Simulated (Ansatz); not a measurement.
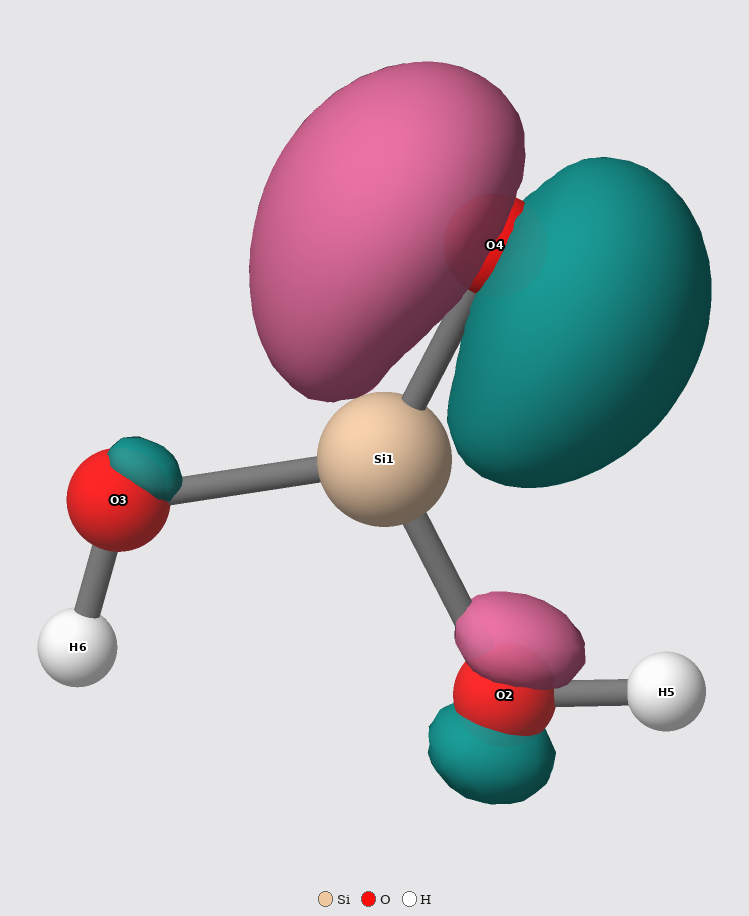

H2O3Si. The HOMO at ±0.15 Å⁻³ᐟ² (teal and pink are the two phases), seen at a tilt.

Geometry: PBE-D4/def2-TZVP.

Theory: RKS PBE0-D4/def2-TZVP (Ansatz 0.2.0).

```xyz
6

Si   -0.1027   -0.5009    0.0370
O     1.0122    0.6549   -0.3102
O    -1.4664    0.2982    0.4406
O     0.0808   -2.0165   -0.0107
H     1.8781    0.2959   -0.5711
H    -1.4019    1.2683    0.4144
```

Where does this orbital lie, and at what energy?

Answer. It lies mainly on O4 (about 80 %); it is symmetric in the molecular plane (an in-plane orbital: σ, lone-pair or in-plane π type); largely a lone pair of O4. Its energy is −8.40 eV.
